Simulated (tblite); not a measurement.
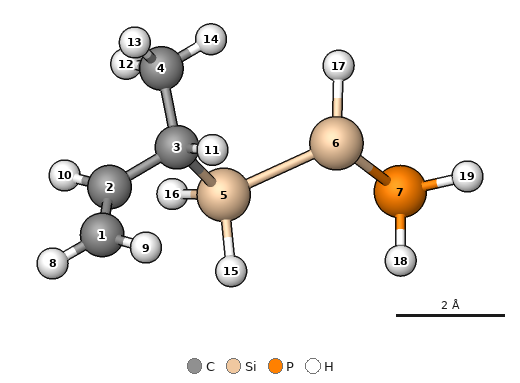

Figure 1. The structure (ball-and-stick view, seen at a tilt; atoms are numbered from 1 in the order of the input). Bond lengths as drawn: C–C 1.32 to 1.53 Å, C–H 1.08 to 1.09 Å, C–Si 1.92 Å, H–P 1.38 Å, H–Si 1.47 to 1.48 Å, P–Si 2.24 Å and Si–Si 2.32 Å.

C$_{4}$H$_{12}$PSi$_{2}$: frequency calculation

- system: C$_{4}$H$_{12}$PSi$_{2}$, multiplicity 2
- method: GFN2-xTB harmonic vibrations, gas phase (tblite 0.8.0)

It belongs to a series of runs on one base structure; here: H removed from Si.

Log:
```
mode    cm-1     km/mol
  1      25.2      1.38
  2      36.7      0.30
  3      57.1      1.53
  4      83.2      1.03
  5      85.9      5.62
  6     113.0      0.28
  7     211.8      1.23
  8     220.4      0.11
  9     258.7      0.49
 10     308.8      1.72
 11     336.0     37.62
 12     410.5      7.16
 13     424.5     10.78
 14     464.8      3.68
 15     501.7      5.60
 16     554.5     15.43
 17     568.8    214.19
 18     608.1     12.00
 19     652.3     75.30
 20     668.1    358.41
 21     723.4     22.49
 22     733.7     36.15
 23     812.7    211.06
 24     876.9     23.15
 25     908.9     28.04
 26     980.6      2.69
 27    1015.9      6.95
 28    1030.3     31.71
 29    1103.9      4.06
 30    1145.3     14.84
 31    1165.1     35.30
 32    1217.3      0.68
 33    1277.3      1.96
 34    1313.5      3.98
 35    1416.3      3.73
 36    1420.2      8.70
 37    1504.2      2.32
 38    1514.2      4.97
 39    1700.7     35.28
 40    2076.3    218.84
 41    2134.3    293.54
 42    2174.3    214.23
 43    2301.4     99.51
 44    2392.6    128.55
 45    2936.6     39.89
 46    3007.9     47.82
 47    3019.2     36.97
 48    3026.1     20.17
 49    3049.0     45.25
 50    3095.5     26.28
 51    3122.1     63.61
```

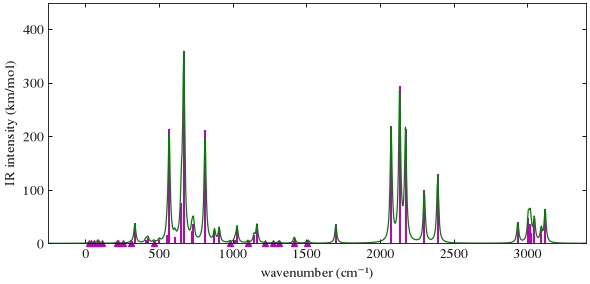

Figure 2. Harmonic infrared spectrum, unscaled: sticks (degenerate modes added up, dark ones marked on the axis) with a Lorentzian envelope of 16 cm⁻¹ full width, scaled to the tallest stick. 51 modes from 25 to 3122 cm⁻¹, none imaginary. The strongest line is at 668 cm⁻¹ (358 km/mol).

The run was set up as follows.

Input:
```
{"job": {"kind": "ir", "xc": "GFN2-xTB", "basis": "xTB"}, "charge": 0, "multiplicity": 2}
C     -2.705574    -1.658865    -0.358989
C     -2.131037    -0.516141    -0.692886
C     -1.015849     0.125489     0.051489
C     -1.222407     1.632858     0.160539
Si     0.625311    -0.302260    -0.853699
Si     2.353434     0.411044     0.513174
P      4.370134    -0.000932    -0.362890
H     -3.494470    -2.098014    -0.945339
H     -2.405849    -2.204273     0.521320
H     -2.453411     0.010170    -1.582370
H     -0.975426    -0.298372     1.059115
H     -1.264149     2.087197    -0.827655
H     -2.158360     1.854434     0.672345
H     -0.411187     2.097043     0.718383
H      0.680599    -1.766397    -0.996794
H      0.498840     0.211529    -2.230825
H      2.435786     1.867881     0.775515
H      4.213285    -1.373302    -0.420323
H      5.050528    -0.069838     0.837923
```

The first line tells a small driver script what to run in tblite; the rest is the geometry in Å.

Run as:
```bash
OMP_NUM_THREADS=1 python <driver script> task.json out
```

Summary:

```json
{"quantity": "outcome", "value": "converged"}
{"quantity": "total energy", "value": "−559.6239 eV"}
{"quantity": "zero-point energy", "value": "86.8980 kcal/mol"}
{"quantity": "hardware", "value": "1 CPU thread, shared host"}
{"quantity": "wall time", "value": "3.1 s"}
{"quantity": "peak memory", "value": "0.18 GiB"}
```
